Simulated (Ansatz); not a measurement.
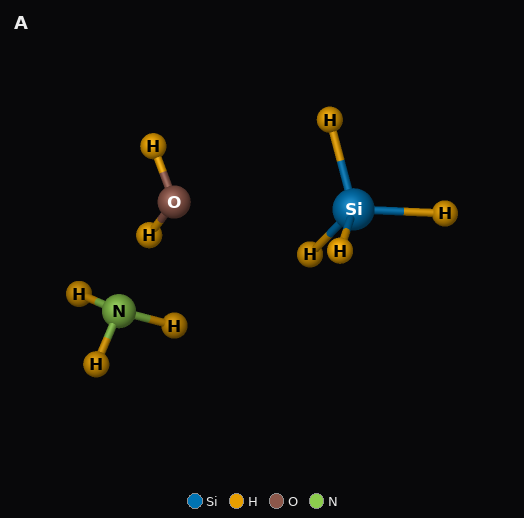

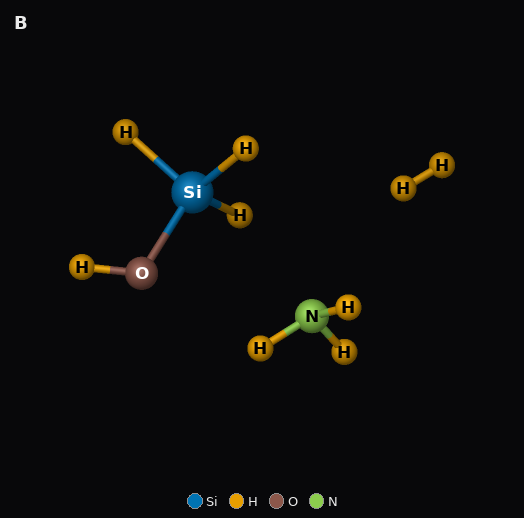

2 stationary structures of one formula. Geometries: PBE0-D4/def2-TZVP. Electronic energies: CCSD(T)/CBS (MP2 limit from def2-TZVPP and def2-QZVPP plus CCSD(T) − MP2) (Ansatz 0.2.0), without zero-point energy. Each is one conformer, not always the lowest.

### Rank them by energy, lowest first.

B is lowest (a minimum); A lies 39.8 kJ/mol above it (a minimum).

Give E(B) − E(A) in kJ/mol at these levels too: direct RPA on PBE orbitals (frozen core)/def2-TZVPP; BHLYP-D4/def2-TZVPP; B3LYP-D4/def2-TZVPP; RHF-MP2 (frozen core)/def2-QZVPP; SPW92 (LDA)/def2-SVP; PBE-D4/def2-TZVPP; PBE-D4/def2-SVP; CCSD(T)/CBS (MP2 limit from def2-TZVPP and def2-QZVPP plus CCSD(T) − MP2).

```
                                                                    level  E(B) − E(A) (kJ/mol)
                      direct RPA on PBE orbitals (frozen core)/def2-TZVPP                 −36.9
                                                      BHLYP-D4/def2-TZVPP                 −39.1
                                                      B3LYP-D4/def2-TZVPP                 −36.8
                                         RHF-MP2 (frozen core)/def2-QZVPP                 −45.6
                                                     SPW92 (LDA)/def2-SVP                 −13.2
                                                        PBE-D4/def2-TZVPP                 −28.7
                                                          PBE-D4/def2-SVP                 −16.8
CCSD(T)/CBS (MP2 limit from def2-TZVPP and def2-QZVPP plus CCSD(T) − MP2)                 −39.8
```
